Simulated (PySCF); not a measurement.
# MoO₂H₂: relaxation and vibrations of the singlet

Where does singlet MoO₂H₂ go from a see-saw (ligand arrangement 1) start, is the end point a minimum, and what are its modes, charges and moments?

Program: PySCF 2.14.0. Level of theory: PBE0, basis Mo def2-TZVP with ECP28, O def2-TZVP, H def2-TZVP, scalar-relativistic core potentials, no spin–orbit coupling, density fitting. These are calculated values, not measurements.

### 1 The starting structure

5 atoms, charge 0, spin multiplicity 1.

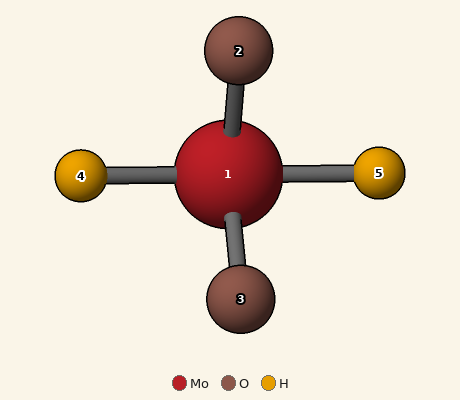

Start geometry, drawn with molybdenum red, oxygen brown, hydrogen amber; atoms are numbered from 1 in the order of the file.

Z-matrix (Å, degrees; charge 0 multiplicity 1):
```
Mo
O  1 1.7800
O  1 1.7800 2 104.00
H  1 1.7000 2 86.92 3 86.06
H  1 1.7000 2 86.92 3 -86.06
```

### 2 Relaxation: see-saw (ligand arrangement 1) start, singlet

The steps below are one call of a driver around PySCF. For each, scf.py gives the equivalent set-up of the SCF; relaxations use the driver's own optimiser. Before each start the driver seeks the lowest SCF state from one or more starting densities and follows internal instabilities, so scf.py alone need not reach the same state.

The program finds C2v symmetry in the start, which this walk keeps. The walk stops when the largest gradient is under 0.0003 Eh/bohr and the energy has settled too.

Input file scf.py:

```python
from pyscf import gto, scf, dft
mol = gto.M(atom='''
Mo     0.000000     0.000000    -0.268032
O      1.402700    -0.000000     0.827868
O     -1.402700     0.000000     0.827868
H      0.000000     1.693500    -0.119832
H     -0.000000    -1.693500    -0.119832''',
    basis={'Mo': 'def2-TZVP', 'O': 'def2-TZVP', 'H': 'def2-TZVP'},
    ecp={'Mo': 'def2-TZVP'},
    charge=0, spin=0)
mf = dft.RKS(mol, xc='PBE0')
mf.grids.atom_grid = (50, 194)
aux = {'Mo': 'def2-universal-JKFIT', 'O': 'def2-universal-JKFIT', 'H': 'def2-universal-JKFIT'}
mf = mf.density_fit(auxbasis=aux)
mf.kernel()
```

The optimiser's trace:

```tsv
step	energy (Eh)	change (kJ/mol)	largest symmetric gradient (Eh/bohr)
0	-219.661134	0.00	0.23241
1	-219.731671	-185.20	0.03754
2	-219.759812	-259.08	0.02092
3	-219.772448	-292.25	0.02776
4	-219.780708	-313.94	0.02376
5	-219.787435	-331.60	0.01068
6	-219.788804	-335.20	0.00339
7	-219.788814	-335.23	0.00079
8	-219.788815	-335.23	0.00002
```

The walk needed 28 s of wall time on 4 threads, shared host.

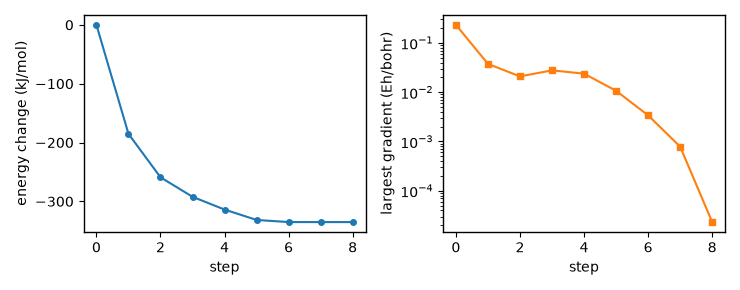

How energy and gradient fall.

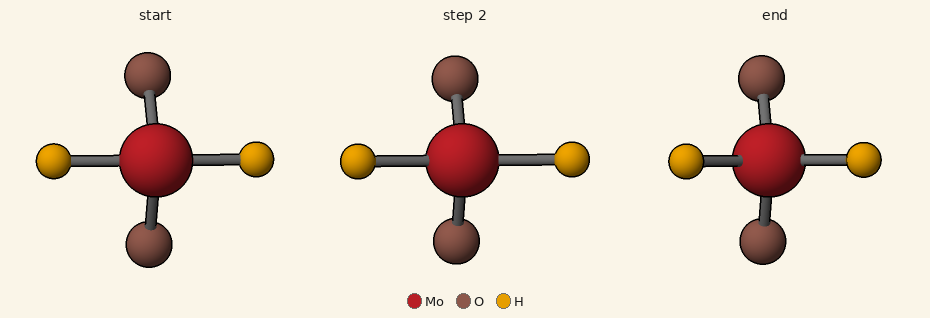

The geometry along the walk, at one scale.

End point (C2v, 8 steps, 335.2 kJ/mol gained): Mo–H 1.716 Å (×2), Mo–O 1.663 Å (×2); H–Mo–H 119.8°, H–Mo–O 107.0° (×4), O–Mo–O 108.8°.

### 3 Vibrations and properties at this point

On the finer grid the gradient is checked again; gradients at displacements of ±0.01 bohr then give force constants and infrared intensities.

scf.py: that of step 2 with these lines changed.

```diff
@@ -3,5 +3,5 @@
-Mo     0.000000     0.000000    -0.268032
-O      1.402700    -0.000000     0.827868
-O     -1.402700     0.000000     0.827868
-H      0.000000     1.693500    -0.119832
-H     -0.000000    -1.693500    -0.119832''',
+Mo     0.000000     0.000000    -0.221640
+O      1.352428    -0.000000     0.746557
+O     -1.352428     0.000000     0.746557
+H      0.000000     1.484095    -1.082778
+H     -0.000000    -1.484095    -1.082778''',
@@ -12 +12 @@
-mf.grids.atom_grid = (50, 194)
+mf.grids.atom_grid = (75, 302)
```

This SCF starts from the last density.

Log of the central SCF (cycles and frontier levels):

```text
init E= -219.788890544981
  HOMO = -0.351283643700222  LUMO = -0.136209411031931  gap/eV = 5.85247
cycle= 1 E= -219.788890540876  delta_E= 4.1e-09  |g|= 0.000158  |ddm|= 8.34e-05
  HOMO = -0.351284403732335  LUMO = -0.136222224344177  gap/eV = 5.85214
cycle= 2 E= -219.788890489472  delta_E= 5.14e-08  |g|= 0.000557  |ddm|= 0.00029
  HOMO = -0.351282417598511  LUMO = -0.136209110287268  gap/eV = 5.85244
cycle= 3 E= -219.788890545334  delta_E= -5.59e-08  |g|= 1.73e-05  |ddm|= 0.000229
  HOMO = -0.351283215796296  LUMO = -0.136210942627518  gap/eV = 5.85241
cycle= 4 E= -219.7888905454  delta_E= -6.6e-11  |g|= 3.87e-06  |ddm|= 1.29e-05
  HOMO = -0.351283242865216  LUMO = -0.136210936140969  gap/eV = 5.85242
Extra cycle  E= -219.788890545369  delta_E= 3.1e-11  |g|= 1.31e-05  |ddm|= 7.5e-06
converged SCF energy = -219.788890545369
```

The whole step took 62 s.

Geometry: C2v; Mo–H 1.716 Å (×2), Mo–O 1.663 Å (×2); H–Mo–H 119.8°, H–Mo–O 107.0° (×4), O–Mo–O 108.8°.

Modes, for the most abundant isotopes:

```tsv
symmetry	ω (cm⁻¹)	IR (km/mol)	μ (u)	type
a1	368	2.0	17.40	bend
b1	485	3.1	1.29	bend
b2	636	8.4	1.07	bend
a2	658	0.0	1.08	bend
a1	748	79.1	1.02	bend
b2	1060	228	14.16	mixed
a1	1093	88.9	17.34	stretch
b1	1937	166	1.03	stretch
a1	1943	113	1.01	stretch
```

No imaginary mode, so this is a minimum.

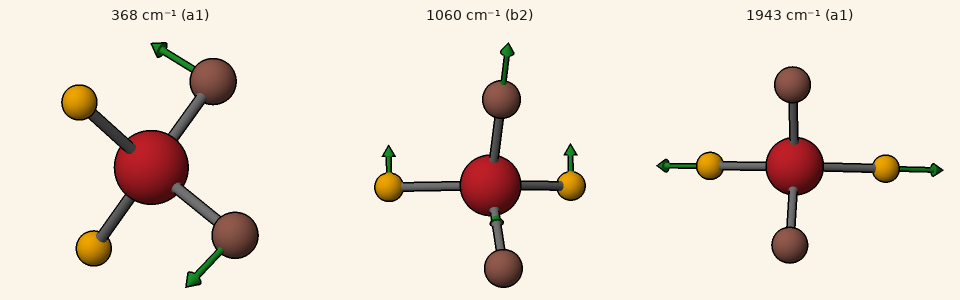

Displacements of 3 of the modes, as arrows (one member where a mode is degenerate).

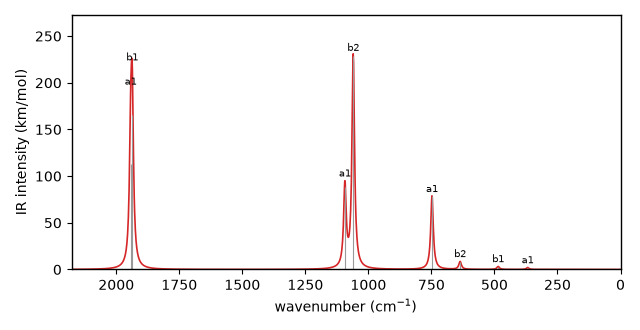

The harmonic infrared spectrum (widths in cm⁻¹). Lines are broadened to a width of 12 cm⁻¹ (Lorentzian).

Properties at this point:

```
Dipole moment                                                   : 2.40 D
Highest occupied level                                          : -9.56 eV
Lowest empty level                                              : -3.71 eV
Rotational constants                                            : 0.5726, 0.2678, 0.2019 cm⁻¹
Zero-point energy                                               : 53.4 kJ/mol
Principal polarisabilities                                      : 42.0, 42.3, 45.4 bohr³
Atomisation energy without zero-point energy                    : 1694 kJ/mol
Principal traceless quadrupole moments about the centre of mass : -3.39, 0.99, 2.40 D Å
Entropy at 298.15 K and 1 bar                                   : 274.4 J/(mol K)
Heat capacity Cp at 298.15 K                                    : 58.6 J/(mol K)
Enthalpy at 298.15 K above 0 K                                  : 12.54 kJ/mol
Rotational symmetry number                                      : 2
```

Populations by atom (charges in e):

| atom | Mulliken | Löwdin | polar tensor | Mayer order to Mo1 |
| --- | --- | --- | --- | --- |
| Mo1 | 1.13 | 0.57 | 1.68 | – |
| O2,3 | -0.51 | -0.24 | -0.62 | 2.02 |
| H4,5 | -0.06 | -0.05 | -0.22 | 0.93 |

Outer orbital energies (eV). occupied: -12.91, -12.51, -11.91, -11.72, -11.26, -10.45, -9.72, -9.56; empty: -3.71, -2.57, -1.62, -0.81.

Mulliken populations on Mo1 (outside its core potential): s 2.45, p 6.48, d 3.87, f 0.07.

### 4 Stability of the closed shell

At the lowest minimum the closed shell is tested against spin polarisation, on the (50, 194) grid. It is stable.

### 5 Outcome

```
                                 quantity                                                                                         value
                                  minimum                                                                                  singlet, C2v
                                 geometry        Mo–H 1.716 Å (×2), Mo–O 1.663 Å (×2); H–Mo–H 119.8°, H–Mo–O 107.0° (×4), O–Mo–O 108.8°
                       wavenumbers (cm⁻¹)  368 (a1), 485 (b1), 636 (b2), 658 (a2), 748 (a1), 1060 (b2), 1093 (a1), 1937 (b1), 1943 (a1)
                            dipole moment                                                                                        2.40 D
     highest occupied, lowest empty level                                                                               -9.56, -3.71 eV
               polar-tensor charge of Mo1                                                                                       +1.68 e
                        zero-point energy                                                                                   53.4 kJ/mol
                      entropy at 298.15 K                                                                               274.4 J/(mol K)
atomisation energy (no zero-point energy)                                                                                   1694 kJ/mol
```

What this shows: The molecule stays C2v, as typed, and the end point is a minimum. In the infrared the band at 1060 cm⁻¹ (b2, mixed) leads. Other starts or spin states, not run here, may lie lower.

The search up to here took 1.8 min.
